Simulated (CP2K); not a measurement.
Converging the k-point mesh: WSe₂ (P3m1, 6 atoms in the cell)

```xyz
6
Lattice="3.2964 0.0000 0.0000 -1.6482 2.8548 0.0000 0.0000 0.0000 13.0248" Properties=species:S:1:pos:R:3 pbc="T T T"
W      0.0000     1.9032     3.3062
W      1.6482     0.9516     9.7686
Se     0.0000     1.9032    11.4488
Se     1.6482     0.9516     4.9364
Se     1.6482     0.9516     1.5760
Se     0.0000     1.9032     8.0884
```

Level of theory: PBEsol, GPW, DZVP-MOLOPT-SR-GTH basis, GTH-PBE potentials (GTH_POTENTIALS) run with CP2K 2026.2.

Base settings: CUTOFF = 500 Ry; REL_CUTOFF = 40 Ry; SMEAR/METHOD = FERMI_DIRAC; ELECTRONIC_TEMPERATURE = 580.23 K; KPOINTS/SCHEME = MACDONALD 4 4 1 0.125 0.125 0; XC_FUNCTIONAL = PBE:PBESOL; W/BASIS_SET = DZVP-MOLOPT-SR-GTH-q14; W/POTENTIAL = GTH-PBE-q14; Se/BASIS_SET = DZVP-MOLOPT-SR-GTH-q6; Se/POTENTIAL = GTH-PBE-q6.

The second cell is the first with its lattice scaled by 0.98.

Only quantities that move along the ladder and can be compared are tabulated.

The starting cell has typed, rounded lattice constants, without a prior relaxation at this level. Its lattice was rescaled by up to half a per cent. One atom was moved a little off its site on purpose. Spin polarisation is off. Values carry the incompleteness of an atom-centred basis. The potentials were made for another functional than the one used. In the base run, forces exceed 1 eV/Å.

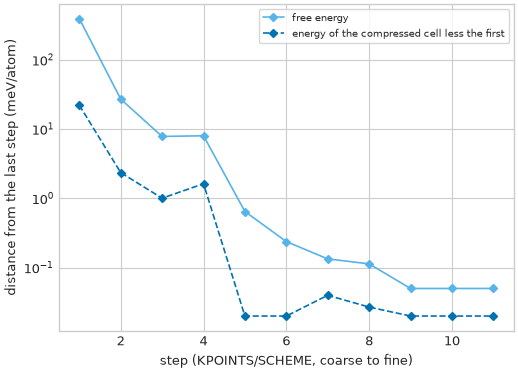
Figure: Distance from the last step along the ladder; very small values are drawn at a floor.

```tsv
KPOINTS/SCHEME	free energy less the last step's (meV/atom)	energy of the compressed cell less the first (meV/atom)	pressure (GPa)	largest difference of a force vector from the last step's (eV/Å)
MACDONALD 2 2 1 0.25 0.25 0	393.79	55.18	2.60	0.278
MONKHORST-PACK 3 3 1	27.08	35.41	0.12	0.321
MACDONALD 4 4 1 0.125 0.125 0	-7.82	32.05	-0.29	0.098
MONKHORST-PACK 5 5 1	8.01	34.68	0.02	0.043
MACDONALD 6 6 2 0.08333333333 0.08333333333 0.25	0.65	33.06	-0.17	0.004
MACDONALD 7 7 2 0 0 0.25	-0.24	33.05	-0.18	0.002
MACDONALD 8 8 2 0.0625 0.0625 0.25	0.13	33.09	-0.17	0.001
MACDONALD 9 9 2 0 0 0.25	0.11	33.08	-0.17	0.000
MACDONALD 10 10 3 0.05 0.05 0	-0.01	33.05	-0.18	0.000
MONKHORST-PACK 11 11 3	0.01	33.05	-0.17	0.000
MACDONALD 12 12 3 0.04166666667 0.04166666667 0	0.01	33.05	-0.17	0.000
MONKHORST-PACK 13 13 3	0.00	33.05	-0.17	0.000
```

Coarsest KPOINTS/SCHEME that holds the forces within 0.02 eV/Å of the last step, with all finer ones: MACDONALD 6 6 2 0.08333333333 0.08333333333 0.25; the step before is off by 0.043 eV/Å.

Coarsest KPOINTS/SCHEME that holds the energy of the compressed cell less the first within 0.5 meV/atom of the last step, with all finer ones: MACDONALD 6 6 2 0.08333333333 0.08333333333 0.25; the step before is off by 1.6 meV/atom.

Coarsest KPOINTS/SCHEME that holds the free energy within 2 meV/atom of the last step, with all finer ones: MACDONALD 6 6 2 0.08333333333 0.08333333333 0.25; the step before is off by 8.0 meV/atom.
